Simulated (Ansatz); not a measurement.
# BSiH₃ (quintet): one geometry, many settings

What do other methods and options give for BSiH₃ (quintet) at this geometry, and how long do they take?

Program: Ansatz 0.2.0, Gaussian basis. Level of theory: the settings change from run to run. These are calculated values, not measurements.

23 further runs of the same task are left out: 3 for a known fault of the program, 7 that didn't finish, 13 set aside as unsound or not needed.

### 1 What is computed

The geometry is a PBE0/def2-TZVP stationary point (not a proven minimum) of the parent state, kept for this charge and spin.

5 atoms, charge 0, spin multiplicity 5.

Atoms are counted from 1 here; the program's logs count them from 0.

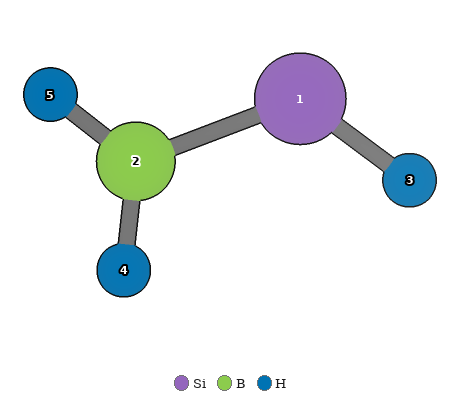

The geometry (silicon purple, boron green, hydrogen blue); atoms are numbered from 1 in the order of the file.

Geometry (Å):

```
Si    0.00000   -0.08593    0.59582
B     0.00000    0.08995   -1.33303
H     0.00000    1.09501    1.51769
H     0.00000    1.20159   -1.77838
H     0.00000   -0.86712   -2.04354
```

### 2 MRCISD+Q(relaxed)(4,5)/STO-3G

Contents of in.yaml:

```yaml
crystal:
  periodic: [false, false, false]
  atoms:
    - {symbol: Si, position_ang: [0.000000, -0.085926, 0.595821]}
    - {symbol: B, position_ang: [0.000000, 0.089951, -1.333031]}
    - {symbol: H, position_ang: [0.000000, 1.095005, 1.517690]}
    - {symbol: H, position_ang: [0.000000, 1.201588, -1.778382]}
    - {symbol: H, position_ang: [0.000000, -0.867120, -2.043536]}
basis:
  gaussian: {orbitals: STO-3G}
magnetization: {spin_polarized: false, initial_magnetization: 4}
correlation: {method: fic_mrcisd_q_relaxed, electrons: valence, active_space: {window: {electrons: 4, orbitals: 5}}}
accuracy: high
```

The run is started by

```console
$ ansatz run in.yaml --threads 1 --pin off --events-out ev --progress --plain --max-ram 2393MiB
```

What it wrote (excerpt; [...] marks lines left out):

```text
Functional definition: HF
  name "HF"
  cite "Fock, Z. Phys. 61, 126 (1930) doi:10.1007/BF01340294"
  parent pbe
[...]
287 factors; integrals over basis functions are off by at most 3.2e-8 eV
[...]
mean field -8473.03832926 eV, -311.3784153688 hartree, gradient 2.0e-8 eV, S^2 6.000000; 0 other end points of the search recorded, 0 dependent functions left out
reference -8473.03832926 eV, -311.3784153688 hartree; 13, 9 occupied and 4, 8 virtual orbitals, 287 factors
state -8473.03832926 eV, -311.3784153688 hartree
contracted CI cycle   1: correlation 0.00000000 eV, 0.0000000000 hartree, residual 8.31e0 eV
contracted CI cycle   2: correlation -1.80160911 eV, -0.0662079137 hartree, residual 1.57e0 eV
contracted CI cycle   3: correlation -1.87395194 eV, -0.0688664637 hartree, residual 3.92e-1 eV
contracted CI cycle   4: correlation -1.87863432 eV, -0.0690385378 hartree, residual 1.25e-1 eV
contracted CI cycle   5: correlation -1.87922669 eV, -0.0690603071 hartree, residual 4.65e-2 eV
contracted CI cycle   6: correlation -1.87932245 eV, -0.0690638262 hartree, residual 2.05e-2 eV
contracted CI cycle   7: correlation -1.87934086 eV, -0.0690645028 hartree, residual 8.62e-3 eV
contracted CI cycle   8: correlation -1.87934457 eV, -0.0690646390 hartree, residual 4.59e-3 eV
contracted CI cycle   9: correlation -1.87934555 eV, -0.0690646752 hartree, residual 2.20e-3 eV
contracted CI cycle  10: correlation -1.87934570 eV, -0.0690646807 hartree, residual 7.77e-4 eV
contracted CI cycle  11: correlation -1.87934572 eV, -0.0690646813 hartree, residual 2.19e-4 eV
contracted CI cycle  12: correlation -1.87934572 eV, -0.0690646813 hartree, residual 5.50e-5 eV
contracted CI cycle  13: correlation -1.87934572 eV, -0.0690646813 hartree, residual 1.56e-5 eV
contracted CI cycle  14: correlation -1.87934572 eV, -0.0690646813 hartree, residual 4.23e-6 eV
state -8473.03832926 eV, -311.3784153688 hartree; corrected -8475.03092884 eV, -311.4516420525 hartree
WARN: 1 active orbitals are nearly empty or full. The corrections depend on them more than the energy does, and are more stable in an active space without them
Total energy: -8475.03092884 eV, -311.4516420525 hartree
```

Wall time 0.48 s (1 thread of Arm Neoverse V2, shared host).

From the report: 3 determinants; active occupations 1.00, 1.00, 1.00, 1.00, 0.00. The report marks this result as in doubt.

### 3 MP2 on UHF/STO-3G

in.yaml: that of step 2 with these lines changed.

```diff
@@ -10,4 +10,3 @@
   gaussian: {orbitals: STO-3G}
-magnetization: {spin_polarized: false, initial_magnetization: 4}
-correlation: {method: fic_mrcisd_q_relaxed, electrons: valence, active_space: {window: {electrons: 4, orbitals: 5}}}
-accuracy: high
+magnetization: {spin_polarized: true, initial_magnetization: 4}
+correlation: {method: mp2, electrons: outside_noble_gas}
```

Launched as before.

What it wrote:

```text
Functional definition: HF
  name "HF"
  cite "Fock, Z. Phys. 61, 126 (1930) doi:10.1007/BF01340294"
  parent pbe
  exchange = exact_x
  correlation = 0
196 factors; integrals over basis functions are off by at most 7.3e-5 eV
mean field evaluation 1: about -8471.8094 eV, gradient 9.0e0 eV
mean field evaluation 2: about -8471.8350 eV, gradient 9.0e0 eV
mean field evaluation 4: about -8473.0241 eV, gradient 1.4e0 eV
mean field evaluation 8: about -8473.1041 eV, gradient 3.1e-3 eV
mean field -8473.10340178 eV, -311.3808067397 hartree, gradient 1.6e-6 eV, S^2 6.008567; 0 other end points of the search recorded, 0 dependent functions left out
6 core orbitals not correlated: weight in the atoms' cores, before any rotation towards them, 1.000 or more for the frozen orbitals, at most 0.000 for the correlated occupied ones
reference -8473.10340178 eV, -311.3808067397 hartree; 7, 3 occupied and 4, 8 virtual orbitals, 196 factors
second order -1.16663173 eV of doubles, -0.00000000 eV of singles
Total energy: -8474.27003351 eV, -311.4236796649 hartree
```

Run time: 0.06 s. Hardware: 1 thread of Arm Neoverse V2, shared host.

From the report: ⟨S²⟩ of the determinant 6.009 (pure quintet: 6.00).

### 4 CCSD(T) on UHF/cc-pVDZ

in.yaml: that of step 3 with these lines changed.

```diff
@@ -9,4 +9,5 @@
 basis:
-  gaussian: {orbitals: STO-3G}
+  gaussian: {orbitals: cc-pVDZ}
 magnetization: {spin_polarized: true, initial_magnetization: 4}
-correlation: {method: mp2, electrons: outside_noble_gas}
+correlation: {method: ccsd_t, electrons: outside_noble_gas, diis_vectors: 12}
+output: {forces: true}
```

Launched as before.

What it wrote (excerpt; [...] marks lines left out):

```text
Functional definition: HF
  name "HF"
  cite "Fock, Z. Phys. 61, 126 (1930) doi:10.1007/BF01340294"
  parent pbe
[...]
444 factors; integrals over basis functions are off by at most 1.4e-3 eV
[...]
mean field -8573.97162163 eV, -315.0876454481 hartree, gradient 3.4e-6 eV, S^2 6.012243; 6 other end points of the search recorded, 0 dependent functions left out
determinant -8573.97162163 eV, -315.0876454481 hartree, with singles and doubles -8578.78120797 eV, -315.2643944862 hartree
determinant -8572.72691389 eV, -315.0419032823 hartree, with singles and doubles -8577.55796570 eV, -315.2194411620 hartree
determinant -8571.54462597 eV, -314.9984550029 hartree, with singles and doubles -8576.47772625 eV, -315.1797430944 hartree
6 core orbitals not correlated: weight in the atoms' cores, before any rotation towards them, 1.000 or more for the frozen orbitals, at most 0.000 for the correlated occupied ones
reference -8573.97162163 eV, -315.0876454481 hartree; 7, 3 occupied and 34, 38 virtual orbitals, 444 factors
second order -3.78101617 eV of doubles, -0.00000000 eV of singles
cycle   1  -4.80973159 eV  change   -1.5e-4 eV  update   2.4e-3
[...]
cycle  12  -4.81118896 eV  change    6.0e-8 eV  update   5.1e-7
perturbative correction -0.13511102 eV, -0.0049652383 hartree
[...]
Total energy: -8578.91792161 eV, -315.2694186197 hartree
Atom 0 at     0.000000    -0.085926     0.595821 Å, force     0.000000    -1.741556     3.102786 eV/Å
Atom 1 at     0.000000     0.089951    -1.333031 Å, force     0.000000     1.955929    -4.099873 eV/Å
Atom 2 at     0.000000     1.095005     1.517690 Å, force    -0.000000     0.621059    -0.236084 eV/Å
Atom 3 at     0.000000     1.201588    -1.778382 Å, force     0.000000     0.623171     0.547827 eV/Å
Atom 4 at     0.000000    -0.867120    -2.043536 Å, force    -0.000000    -1.458603     0.685343 eV/Å
Dipole moment:    -0.000000     0.030413     0.376745 e Å
```

Run time: 3.5 s. Hardware: 1 thread of Arm Neoverse V2, shared host.

From the report: ⟨S²⟩ of the determinant 6.012 (pure quintet: 6.00); correlation -4.9463 eV; T1 0.029; largest double amplitude 0.04.

### 5 NEVPT2(4,5)/6-31G*

in.yaml: that of step 4 with these lines changed.

```diff
@@ -9,5 +9,5 @@
 basis:
-  gaussian: {orbitals: cc-pVDZ}
-magnetization: {spin_polarized: true, initial_magnetization: 4}
-correlation: {method: ccsd_t, electrons: outside_noble_gas, diis_vectors: 12}
+  gaussian: {orbitals: "6-31G*", point_charges: [{charge: -1.00, position_ang: [3.182, 0.416, -0.027]}]}
+magnetization: {spin_polarized: false, initial_magnetization: 4}
+correlation: {method: sc_nevpt2, electrons: valence, active_space: {window: {electrons: 4, orbitals: 5}, states: [{multiplicity: 5, weights: [0.5, 1, 0.5]}], root: 1}}
 output: {forces: true}
```

Same command.

What it wrote (excerpt; [...] marks lines left out):

```text
Functional definition: HF
  name "HF"
  cite "Fock, Z. Phys. 61, 126 (1930) doi:10.1007/BF01340294"
  parent pbe
[...]
723 factors; integrals over basis functions are off by at most 2.0e-7 eV
[...]
mean field -8573.47575945 eV, -315.0694228494 hartree, gradient 2.1e-6 eV, S^2 6.000000; 0 other end points of the search recorded, 0 dependent functions left out
reference -8573.47575945 eV, -315.0694228494 hartree; 13, 9 occupied and 27, 31 virtual orbitals, 723 factors
state -8573.13995516 eV, -315.0570822690 hartree
state -8570.83522927 eV, -314.9723851549 hartree
state -8566.55226246 eV, -314.8149890276 hartree
state -8573.13995516 eV, -315.0570822690 hartree; corrected -8576.73775341 eV, -315.1892989162 hartree
state -8570.83522927 eV, -314.9723851549 hartree; corrected -8574.33523518 eV, -315.1010079997 hartree
state -8566.55226246 eV, -314.8149890276 hartree; corrected -8570.36873427 eV, -314.9552417799 hartree
[...]
Total energy: -8574.33523518 eV, -315.1010079997 hartree
Atom 0 at     0.000000    -0.085926     0.595821 Å, force     0.822497    -3.240268    -2.830192 eV/Å
Atom 1 at     0.000000     0.089951    -1.333031 Å, force     0.034954    -0.583316    -2.254408 eV/Å
Atom 2 at     0.000000     1.095005     1.517690 Å, force    -0.471606     4.417633     5.143260 eV/Å
Atom 3 at     0.000000     1.201588    -1.778382 Å, force     0.116226     0.079701     0.404719 eV/Å
Atom 4 at     0.000000    -0.867120    -2.043536 Å, force    -0.254521    -0.571120    -0.478409 eV/Å
Dipole moment:     0.275375    -0.013382     0.130796 e Å
```

It took 1.1 s on 1 thread of Arm Neoverse V2, shared host.

From the report: 5 determinants; active occupations (of the averaged states) 1.00, 1.00, 0.75, 0.75, 0.50.

### 6 BCCD(T)/cc-pVDZ

Contents of in.yaml:

```yaml
crystal:
  periodic: [false, false, false]
  atoms:
    - {symbol: Si, position_ang: [0.000000, -0.085926, 0.595821]}
    - {symbol: B, position_ang: [0.000000, 0.089951, -1.333031]}
    - {symbol: H, position_ang: [0.000000, 1.095005, 1.517690]}
    - {symbol: H, position_ang: [0.000000, 1.201588, -1.778382]}
    - {symbol: H, position_ang: [0.000000, -0.867120, -2.043536]}
basis:
  gaussian: {orbitals: cc-pVDZ}
magnetization: {spin_polarized: true, initial_magnetization: 4}
hamiltonian: {xc: {name: PBE0}}
correlation: {method: bccd_t, electrons: outside_noble_gas}
scf: {omitted_lower_state_checks: [cluster_reference]}
```

Same command.

What it wrote (excerpt; [...] marks lines left out):

```text
Functional definition: PBE0
  name "PBE0"
  cite "Adamo & Barone, J. Chem. Phys. 110, 6158 (1999) doi:10.1063/1.478522"
  cite "Perdew, Burke & Ernzerhof, Phys. Rev. Lett. 77, 3865 (1996) doi:10.1103/PhysRevLett.77.3865"
  parent pbe
[...]
444 factors; integrals over basis functions are off by at most 1.4e-3 eV
[...]
mean field -8589.93008611 eV, -315.6741082009 hartree, gradient 3.0e-6 eV, S^2 6.005264; 3 other end points of the search recorded, 0 dependent functions left out
6 core orbitals not correlated: weight in the atoms' cores, before any rotation towards them, 1.000 or more for the frozen orbitals, at most 0.000 for the correlated occupied ones
reference -8573.60177640 eV, -315.0740538868 hartree; 7, 3 occupied and 34, 38 virtual orbitals, 444 factors
second order -4.11047675 eV of doubles, -0.17767382 eV of singles
cycle   1  -4.89116475 eV  change   -6.1e-1 eV  update   6.3e-2
[...]
cycle  14  -5.12421416 eV  change    4.8e-6 eV  update   7.0e-6
perturbative correction -0.14400322 eV, -0.0052920207 hartree
Total energy: -8578.86999379 eV, -315.2676573047 hartree
Checks for a lower state left out: cluster_reference
```

Wall time 2.7 s (1 thread of Arm Neoverse V2, shared host).

From the report: ⟨S²⟩ of the determinant 6.005 (pure quintet: 6.00); correlation -5.2682 eV; largest double amplitude 0.04.

### 7 All runs side by side

Where basis and cores are those of an earlier UCCSDT(Q)/cc-pVDZ run (-8578.9587 eV), and the state is the same kind, the miss against it is given. † marks a result that the program doubts.

| level | correlated | functions | energy (eV) | from UCCSDT(Q) (meV) | time |
| --- | --- | --- | --- | --- | --- |
| MRCISD+Q(relaxed)(4,5)/STO-3G † | valence | 17 | -8475.0309 |  | 0.48 s |
| MP2 on UHF/STO-3G | outside noble gas | 17 | -8474.2700 |  | 0.06 s |
| CCSD(T) on UHF/cc-pVDZ | outside noble gas | 47 | -8578.9179 | 40.8 | 3.5 s |
| NEVPT2(4,5)/6-31G* (excited root 1 of an average, beside a point charge) | valence | 40 | -8574.3352 |  | 1.1 s |
| BCCD(T)/cc-pVDZ (on PBE0 orbitals) | outside noble gas | 47 | -8578.8700 | 88.8 | 2.7 s |

### 8 Results

```
quantity                          value
    runs                              5
quickest      MP2 on UHF/STO-3G, 0.06 s
 slowest  CCSD(T) on UHF/cc-pVDZ, 3.5 s
```

Total energies in different bases, with other cores or another treatment of relativity can't be set against each other. CCSD(T) on UHF/cc-pVDZ took 58 times as long as MP2 on UHF/STO-3G; the jobs differ in more than the method. Among the correlated runs with a miss given, it spans +41 to +89 meV. Cores frozen from Kohn-Sham orbitals shift the total energy.
